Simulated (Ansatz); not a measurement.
Base system: SiC in the zinc blende structure (space group F-43m, No. 216; a = 4.356 Å).

Now apply this change: an isotropic linear strain of −2.50 %, atoms relaxed at fixed cell.

Level of theory: DFT with r2SCAN, PAW potentials and a 500 eV plane-wave cutoff in Ansatz (a first-principles code), scalar-relativistic without spin-orbit coupling.

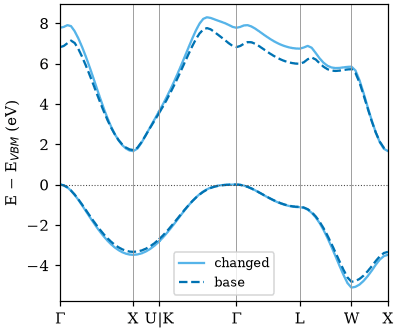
Figure. Highest valence and lowest conduction band along the path, each from its own valence-band maximum

**Question.** From the figure, how large is the changed gap, and is it direct?

**Answer.** About 1.7 eV, indirect, Γ → X.

No phonon test of stability was made.
